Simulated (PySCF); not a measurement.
# MoO3: structure of the singlet

The task is one start of a wider search on MoO3: the singlet, from a trigonal planar start. It is relaxed, tested by its Hessian and followed downhill if it is a saddle.

The runs use PySCF 2.14.0; PBE0, basis Mo def2-TZVP with ECP28, O def2-TZVP, scalar-relativistic core potentials, no spin–orbit coupling, density fitting.

**1. The starting structure**

4 atoms, charge 0, spin multiplicity 1.

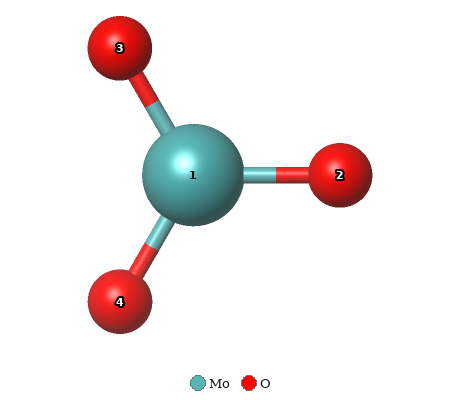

The starting geometry (molybdenum teal, oxygen red); atoms are numbered from 1 in the order of the file.

Coordinates in bohr (charge 0 multiplicity 1):
```
Mo    0.0000    0.0000    0.0000
O     3.3637    0.0000    0.0000
O    -1.6819    2.9130    0.0000
O    -1.6819   -2.9130    0.0000
```

**2. The SCF at the typed geometry**

One driver script runs all steps and calls PySCF; scf.py shows how it sets up the SCF of each step. The optimiser is the driver's own. After this first run the driver tries any further starts and a stability analysis.

The input, scf.py:

```python
from pyscf import gto, scf, dft
mol = gto.M(atom='''
Mo     0.000000     0.000000     0.000000
O      1.780000     0.000000     0.000000
O     -0.890000     1.541500     0.000000
O     -0.890000    -1.541500     0.000000''',
    basis={'Mo': 'def2-TZVP', 'O': 'def2-TZVP'},
    ecp={'Mo': 'def2-TZVP'},
    charge=0, spin=0)
mf = dft.RKS(mol, xc='PBE0')
mf.grids.atom_grid = (50, 194)
aux = {'Mo': 'def2-universal-JKFIT', 'O': 'def2-universal-JKFIT'}
mf = mf.density_fit(auxbasis=aux)
mf.conv_tol = 1e-08
mf.diis_space = 10
mf.max_cycle = 60
mf.init_guess = 'minao'
mf.verbose = 4
mf.kernel()
```

Command:

```sh
OMP_NUM_THREADS=4 python axn.py task.json out
```

Output:

```text
init E= -287.052751983777
  HOMO = -0.622896215249956  LUMO = -0.399311541430819  gap/eV = 6.08405
cycle= 1 E= -293.07543709131  delta_E= -6.02  |g|= 1.87  |ddm|=  3.9
  HOMO = -0.179237017180084  LUMO = -0.14842966984035  gap/eV = 0.83831
cycle= 2 E= -283.928307473277  delta_E= 9.15  |g|= 6.59  |ddm|= 4.77
  HOMO = -0.277420603800222  LUMO = -0.173578893609754  gap/eV = 2.82568
cycle= 3 E= -293.72054309107  delta_E= -9.79  |g|= 0.431  |ddm|= 4.47
  HOMO = -0.367798781026424  LUMO = -0.246765713590669  gap/eV = 3.29348
cycle= 4 E= -293.738734415769  delta_E= -0.0182  |g|= 0.286  |ddm|= 0.414
  HOMO = -0.345860475420141  LUMO = -0.211639327487909  gap/eV = 3.65234
cycle= 5 E= -293.753743351222  delta_E= -0.015  |g|= 0.0923  |ddm|= 0.136
  HOMO = -0.347976490519191  LUMO = -0.20877360516053  gap/eV = 3.78790
cycle= 6 E= -293.755117469579  delta_E= -0.00137  |g|= 0.0323  |ddm|= 0.0274
  HOMO = -0.348193693016412  LUMO = -0.208092781490215  gap/eV = 3.81234
cycle= 7 E= -293.75520541993  delta_E= -8.8e-05  |g|= 0.0236  |ddm|= 0.017
  HOMO = -0.348632543998002  LUMO = -0.207483553886398  gap/eV = 3.84086
cycle= 8 E= -293.755313732423  delta_E= -0.000108  |g|= 0.00268  |ddm|= 0.0112
  HOMO = -0.348609188753584  LUMO = -0.207606376617552  gap/eV = 3.83688
cycle= 9 E= -293.755315124281  delta_E= -1.39e-06  |g|= 0.000464  |ddm|= 0.00116
  HOMO = -0.34860225448323  LUMO = -0.20761334673518  gap/eV = 3.83650
cycle= 10 E= -293.755315176411  delta_E= -5.21e-08  |g|= 9.52e-05  |ddm|= 0.000387
  HOMO = -0.348601209753548  LUMO = -0.207616372726775  gap/eV = 3.83639
cycle= 11 E= -293.75531517922  delta_E= -2.81e-09  |g|= 2.35e-05  |ddm|= 0.000123
  HOMO = -0.348603396259183  LUMO = -0.207612094607896  gap/eV = 3.83657
Extra cycle  E= -293.755315177813  delta_E= 1.41e-09  |g|= 9.05e-05  |ddm|= 4.51e-05
converged SCF energy = -293.755315177813
```

This step, with its further starts and checks, needed 8.3 s of wall time on 4 threads of Arm Neoverse V1, shared host.

Energies from each starting density:

```
                      start  energy (Eh)
    the minimal-basis guess  -293.755315
a thermally smeared density  -293.755315
      a smeared PBE density  -293.755315
```

No lower closed-shell solution turned up from the other starts or in the test of internal stability.

**3. Trigonal planar start, singlet: relaxation**

The program finds D3h symmetry in the start, which this walk keeps.

Edit scf.py of step 2 so:

```diff
@@ -3,4 +3,4 @@
-Mo     0.000000     0.000000     0.000000
-O      1.780000     0.000000     0.000000
-O     -0.890000     1.541500     0.000000
-O     -0.890000    -1.541500     0.000000''',
+Mo    -0.000000    -0.000000     0.000000
+O      1.779985     0.000000     0.000000
+O     -0.889993     1.541513     0.000000
+O     -0.889993    -1.541513     0.000000''',
@@ -17 +16,0 @@
-mf.init_guess = 'minao'
```

Steps of the walk:

```
step  energy (Eh)  change (kJ/mol)  largest symmetric gradient (Eh/bohr)
   0  -293.755315             0.00                               0.07668
   1  -293.772538           -45.22                               0.02660
   2  -293.774045           -49.17                               0.00541
   3  -293.774117           -49.36                               0.00030
   4  -293.774117           -49.37                               0.00000
```

The walk took 9 s.

Positions (Å) and forces (eV/Å) along the way:

```
step 0
Mo   0.000   0.000   0.000  -0.013   0.000   0.000
O    1.780   0.000   0.000  -3.939   0.000   0.000
O   -0.890   1.542   0.000   1.976  -3.415   0.000
O   -0.890  -1.542   0.000   1.976   3.415   0.000
step 1
Mo   0.000   0.000   0.000  -0.002   0.000   0.000
O    1.678   0.000   0.000   1.370   0.000   0.000
O   -0.839   1.453   0.000  -0.684   1.183   0.000
O   -0.839  -1.453   0.000  -0.684  -1.183   0.000
step 2
Mo   0.000   0.000   0.000  -0.003   0.000   0.000
O    1.704   0.000   0.000  -0.276   0.000   0.000
O   -0.852   1.476   0.000   0.140  -0.241   0.000
O   -0.852  -1.476   0.000   0.140   0.241   0.000
step 3
Mo   0.000   0.000   0.000  -0.003   0.000   0.000
O    1.700   0.000   0.000  -0.014   0.000   0.000
O   -0.850   1.472   0.000   0.008  -0.014   0.000
O   -0.850  -1.472   0.000   0.008   0.014   0.000
step 4
Mo   0.000   0.000   0.000  -0.003   0.000   0.000
O    1.699   0.000   0.000   0.002   0.000   0.000
O   -0.850   1.472   0.000   0.001  -0.001   0.000
O   -0.850  -1.472   0.000   0.001   0.001   0.000
```

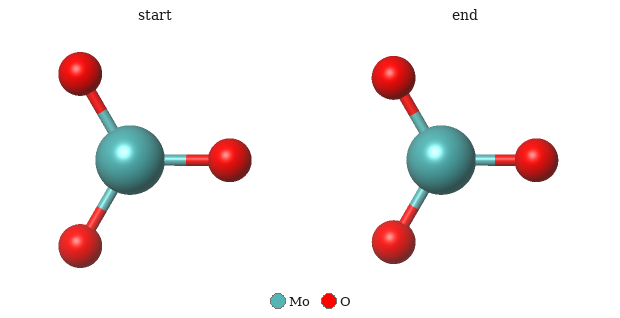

The geometry along the walk, at one scale.

After 4 steps and 49.4 kJ/mol it ends at D3h: Mo–O 1.699 Å (×3); O–Mo–O 120.0° (×3).

**4. Vibrations and properties at this point**

On the finer grid the gradient is checked again; gradients at displacements of ±0.02 bohr then give force constants and infrared intensities.

Edit scf.py of step 3 so:

```diff
@@ -3,4 +3,4 @@
-Mo    -0.000000    -0.000000     0.000000
-O      1.779985     0.000000     0.000000
-O     -0.889993     1.541513     0.000000
-O     -0.889993    -1.541513     0.000000''',
+Mo     0.000000     0.000000     0.000000
+O      1.699470     0.000000     0.000000
+O     -0.849735     1.471784     0.000000
+O     -0.849735    -1.471784     0.000000''',
@@ -11 +11 @@
-mf.grids.atom_grid = (50, 194)
+mf.grids.atom_grid = (75, 302)
@@ -14 +14 @@
-mf.conv_tol = 1e-08
+mf.conv_tol = 1e-10
```

This SCF starts from the last density.

SCF at the final geometry:

```text
init E= -293.774112619201
  HOMO = -0.345848186266657  LUMO = -0.191935097756684  gap/eV = 4.18819
cycle= 1 E= -293.774112618205  delta_E= 9.96e-10  |g|= 7.49e-05  |ddm|= 4.57e-05
  HOMO = -0.345847734156454  LUMO = -0.191933443676984  gap/eV = 4.18822
cycle= 2 E= -293.774112606755  delta_E= 1.14e-08  |g|= 0.000253  |ddm|= 0.000153
  HOMO = -0.345847154027338  LUMO = -0.191933958057344  gap/eV = 4.18819
cycle= 3 E= -293.774112619301  delta_E= -1.25e-08  |g|= 2.59e-06  |ddm|= 0.000118
  HOMO = -0.345847585922498  LUMO = -0.191934303778417  gap/eV = 4.18819
cycle= 4 E= -293.774112619302  delta_E= -1.02e-12  |g|= 1.38e-07  |ddm|= 1.66e-06
  HOMO = -0.345847576411936  LUMO = -0.191934326915455  gap/eV = 4.18819
Extra cycle  E= -293.774112619301  delta_E= 9.09e-13  |g|= 4.78e-07  |ddm|= 2.45e-07
converged SCF energy = -293.774112619301
```

The whole step took 20 s.

Geometry: D3h; Mo–O 1.699 Å (×3); O–Mo–O 120.0° (×3).

Harmonic modes (main isotopes):

```tsv
symmetry	ω (cm⁻¹)	IR (km/mol)	μ (u)	type
a2''	209i	149	22.07	bend
e'	319	1.4	17.51	bend
e'	1005	594	19.71	stretch
a1'	1014	0.0	15.99	stretch
```

μ is the mass of the mode for normalised Cartesian displacements, not the reduced mass of the usual diatomic formula.

With 1 mode imaginary (up to 209i cm⁻¹) this point is a saddle.

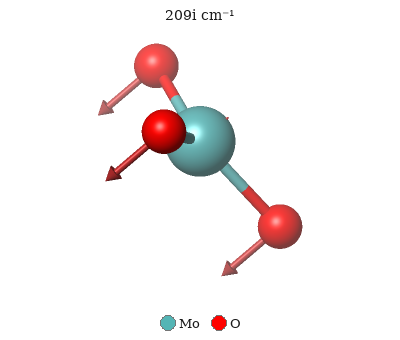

The imaginary mode, as arrows.

Constants and moments:

* Dipole moment: 0.00 D
* Highest occupied level: -9.41 eV
* Lowest empty level: -5.22 eV
* Rotational constants: 0.2433, 0.2433, 0.1216 cm⁻¹
* Zero-point energy (real modes): 21.9 kJ/mol
* Principal polarisabilities: 27.1, 47.5, 47.5 bohr³
* Atomisation energy without zero-point energy: 1612 kJ/mol
* Principal traceless quadrupole moments about the centre of mass: -6.69, -6.69, 13.38 D Å

Populations by atom (charges in e):

```json
{"atom": "Mo1", "Mulliken": "1.75", "Löwdin": "0.92", "polar tensor": "2.52", "Mayer order to Mo1": "–"}
{"atom": "O2,3,4", "Mulliken": "-0.58", "Löwdin": "-0.31", "polar tensor": "-0.84", "Mayer order to Mo1": "1.82"}
```

Outer orbital energies (eV). occupied: -12.99, -12.07, -12.07, -11.85, -9.97, -9.59, -9.41, -9.41; empty: -5.22, -2.96, -2.96, 0.14.

Mulliken populations on Mo1 (outside its core potential): s 2.06, p 6.26, d 3.83, f 0.10.

**5. Following the imaginary mode**

The start is the last point, displaced along its most imaginary mode.

The program finds C3v symmetry in the start, which this walk keeps. Threshold on the gradient: 0.0003 Eh/bohr, with a further test on the energy change.

Edit scf.py of step 4 so:

```diff
@@ -3,4 +3,4 @@
-Mo     0.000000     0.000000     0.000000
-O      1.699470     0.000000     0.000000
-O     -0.849735     1.471784     0.000000
-O     -0.849735    -1.471784     0.000000''',
+Mo    -0.000000    -0.000000     0.058814
+O      1.699470    -0.000000    -0.120000
+O     -0.849735     1.471784    -0.120000
+O     -0.849735    -1.471784    -0.120000''',
@@ -11 +11 @@
-mf.grids.atom_grid = (75, 302)
+mf.grids.atom_grid = (50, 194)
@@ -14 +14 @@
-mf.conv_tol = 1e-10
+mf.conv_tol = 1e-08
```

Energy and gradient, step by step:

```
step  energy (Eh)  change (kJ/mol)  largest symmetric gradient (Eh/bohr)
   0  -293.776576             0.00                               0.01256
   1  -293.783674           -18.64                               0.03108
   2  -293.787386           -28.38                               0.00231
   3  -293.787394           -28.40                               0.00071
   4  -293.787402           -28.42                               0.00028
   5  -293.787402           -28.42                               0.00001
```

The walk took 13 s.

Positions (Å) and forces (eV/Å) along the way:

```
step 0
Mo   0.000   0.000   0.059   0.001   0.000   0.571
O    1.699   0.000  -0.120  -0.646   0.000  -0.189
O   -0.850   1.472  -0.120   0.322  -0.560  -0.191
O   -0.850  -1.472  -0.120   0.322   0.560  -0.191
step 1
Mo   0.000   0.000   0.270  -0.003   0.000  -0.787
O    1.659   0.000  -0.191  -1.595   0.000   0.262
O   -0.830   1.437  -0.191   0.799  -1.386   0.263
O   -0.830  -1.437  -0.191   0.799   1.386   0.263
step 3
Mo   0.000   0.000   0.326   0.001   0.000   0.013
O    1.606   0.000  -0.209  -0.037   0.000  -0.004
O   -0.803   1.391  -0.209   0.018  -0.031  -0.004
O   -0.803  -1.391  -0.209   0.018   0.031  -0.004
step 5
Mo   0.000   0.000   0.330   0.001   0.000   0.001
O    1.604   0.000  -0.210  -0.001   0.000   0.000
O   -0.802   1.389  -0.210   0.000   0.001   0.000
O   -0.802  -1.389  -0.210   0.000  -0.001   0.000
```

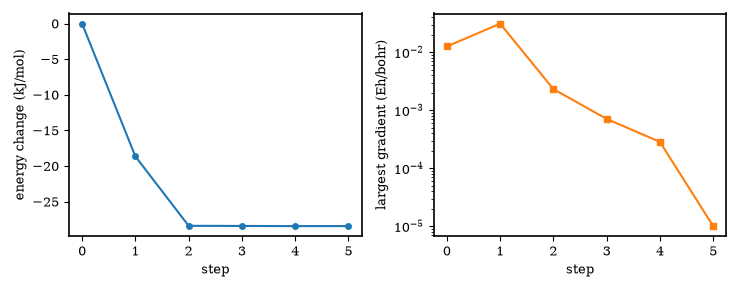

Energy and largest gradient along the walk.

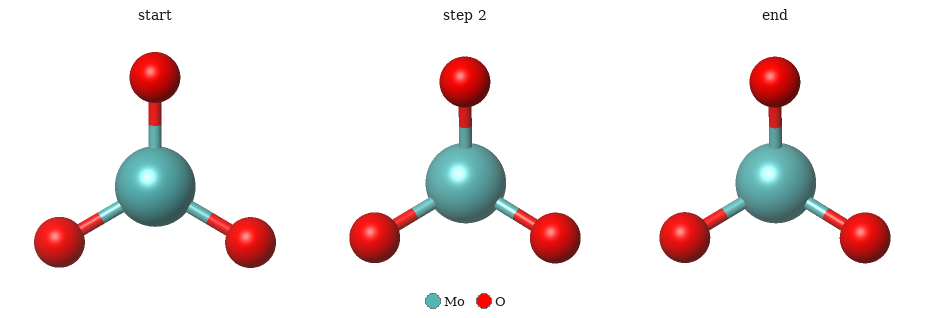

Start and end of the relaxation, with a step between.

It settles in C3v symmetry, 28.4 kJ/mol below the start, after 5 steps: Mo–O 1.692 Å (×3); O–Mo–O 110.3° (×3).

**6. Frequencies**

The same treatment as at the point before.

Edit scf.py of step 5 so:

```diff
@@ -3,4 +3,4 @@
-Mo    -0.000000    -0.000000     0.058814
-O      1.699470    -0.000000    -0.120000
-O     -0.849735     1.471784    -0.120000
-O     -0.849735    -1.471784    -0.120000''',
+Mo    -0.000000    -0.000000     0.177225
+O      1.603917    -0.000000    -0.362673
+O     -0.801959     1.389033    -0.362673
+O     -0.801959    -1.389033    -0.362673''',
@@ -11 +11 @@
-mf.grids.atom_grid = (50, 194)
+mf.grids.atom_grid = (75, 302)
@@ -14 +14 @@
-mf.conv_tol = 1e-08
+mf.conv_tol = 1e-10
```

SCF at the final geometry:

```text
init E= -293.787409597217
  HOMO = -0.333448179985642  LUMO = -0.173807820572403  gap/eV = 4.34404
cycle= 1 E= -293.787409596618  delta_E= 5.99e-10  |g|= 5.79e-05  |ddm|= 3.52e-05
  HOMO = -0.333448870245644  LUMO = -0.173805654198716  gap/eV = 4.34411
cycle= 2 E= -293.787409589242  delta_E= 7.38e-09  |g|= 0.000203  |ddm|= 0.000123
  HOMO = -0.33344803754904  LUMO = -0.173807094868174  gap/eV = 4.34405
cycle= 3 E= -293.78740959727  delta_E= -8.03e-09  |g|= 1.08e-06  |ddm|= 9.57e-05
  HOMO = -0.333448147063186  LUMO = -0.173807235562411  gap/eV = 4.34405
cycle= 4 E= -293.787409597269  delta_E= 9.09e-13  |g|= 7.48e-07  |ddm|= 8.91e-07
  HOMO = -0.333448236104903  LUMO = -0.173807138293149  gap/eV = 4.34406
Extra cycle  E= -293.78740959727  delta_E= -4.55e-13  |g|= 2.56e-06  |ddm|= 1.38e-06
converged SCF energy = -293.78740959727
```

The whole step needed 26 s of wall time on 4 threads of Arm Neoverse V1, shared host.

Geometry: C3v; Mo–O 1.692 Å (×3); O–Mo–O 110.3° (×3).

Harmonic modes (main isotopes):

| symmetry | ω (cm⁻¹) | IR (km/mol) | μ (u) | type |
| --- | --- | --- | --- | --- |
| a1 | 258 | 49.8 | 20.80 | bend |
| e | 346 | 2.2 | 17.27 | bend |
| e | 1000 | 516 | 19.15 | stretch |
| a1 | 1046 | 5.0 | 16.73 | stretch |

μ is the mass of the mode for normalised Cartesian displacements, not the reduced mass of the usual diatomic formula.

No imaginary mode, so this is a minimum.

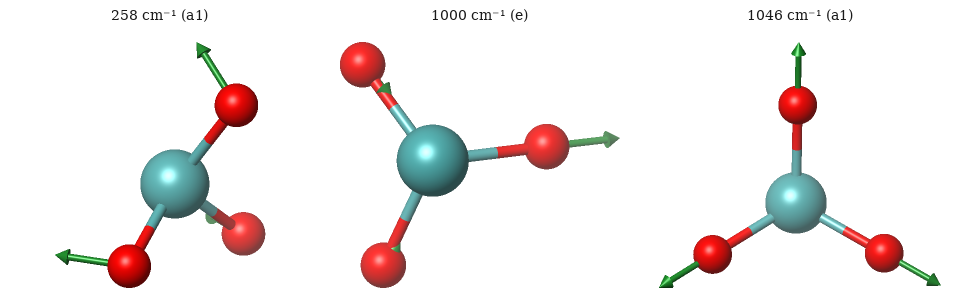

Displacements of 3 of the modes, as arrows (one member where a mode is degenerate).

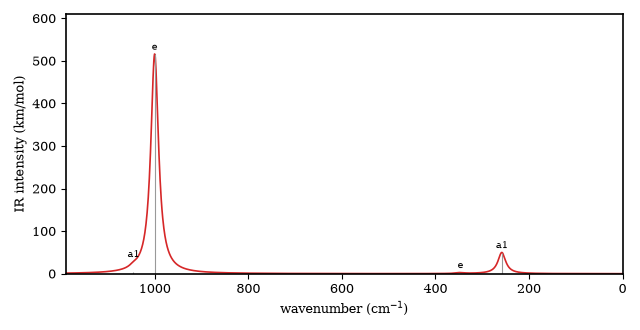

The harmonic infrared spectrum (widths in cm⁻¹). Lines are broadened to a width of 20 cm⁻¹ (Lorentzian).

Properties at this point:

```
Dipole moment                                                   : 5.02 D
Highest occupied level                                          : -9.07 eV
Lowest empty level                                              : -4.73 eV
Rotational constants                                            : 0.2371, 0.2371, 0.1366 cm⁻¹
Zero-point energy                                               : 23.9 kJ/mol
Principal polarisabilities                                      : 23.9, 47.0, 47.0 bohr³
Atomisation energy without zero-point energy                    : 1647 kJ/mol
Principal traceless quadrupole moments about the centre of mass : -5.65, -5.65, 11.30 D Å
Entropy at 298.15 K and 1 bar                                   : 283.9 J/(mol K)
Heat capacity Cp at 298.15 K                                    : 58.4 J/(mol K)
Enthalpy at 298.15 K above 0 K                                  : 13.36 kJ/mol
Rotational symmetry number                                      : 3
```

Charges (e) and bond orders:

| atom | Mulliken | Löwdin | polar tensor | Mayer order to Mo1 |
| --- | --- | --- | --- | --- |
| Mo1 | 1.71 | 0.92 | 2.19 | – |
| O2,3,4 | -0.57 | -0.31 | -0.73 | 1.80 |

Mulliken populations on Mo1 (outside its core potential): s 2.12, p 6.19, d 3.89, f 0.10.

**7. Stability of the closed shell**

At the lowest minimum the closed shell is tested against spin polarisation, on the (50, 194) grid. It is stable.

**8. The points found, side by side**

| spin | group | bonds | imaginary modes (cm⁻¹) | ΔE (kJ/mol) | with zero-point energy |
| --- | --- | --- | --- | --- | --- |
| singlet | C3v | Mo–O 1.692 Å (×3) | none | 0.0 | 0.0 |
| singlet | D3h | Mo–O 1.699 Å (×3) | 209i | 34.9 | – |

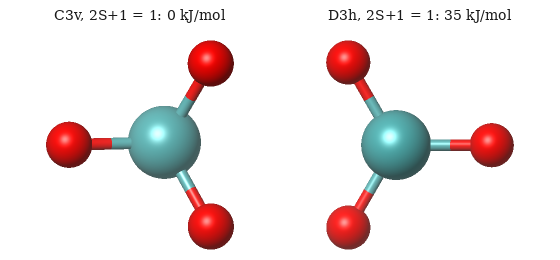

The points, lowest first (molybdenum teal, oxygen red).

**9. Summary of results**

| quantity | value |
| --- | --- |
| minimum | singlet, C3v |
| geometry | Mo–O 1.692 Å (×3); O–Mo–O 110.3° (×3) |
| wavenumbers (cm⁻¹) | 258 (a1), 346 (e), 1000 (e), 1046 (a1) |
| dipole moment | 5.02 D |
| highest occupied, lowest empty level | -9.07, -4.73 eV |
| polar-tensor charge of Mo1 | +2.19 e |
| zero-point energy | 23.9 kJ/mol |
| entropy at 298.15 K | 283.9 J/(mol K) |
| atomisation energy (no zero-point energy) | 1647 kJ/mol |

**Reading.** The trigonal planar start (D3h) ends in a minimum of C3v symmetry, after a stop at a saddle point 34.9 kJ/mol higher, from which it was pushed off along an imaginary mode. In the infrared the band at 1000 cm⁻¹ (e, stretch) leads. With 5.0 D the molecule is strongly polar. Only this shape and spin were tried, so other structures or states may lie lower.

The search up to here took 79 s.
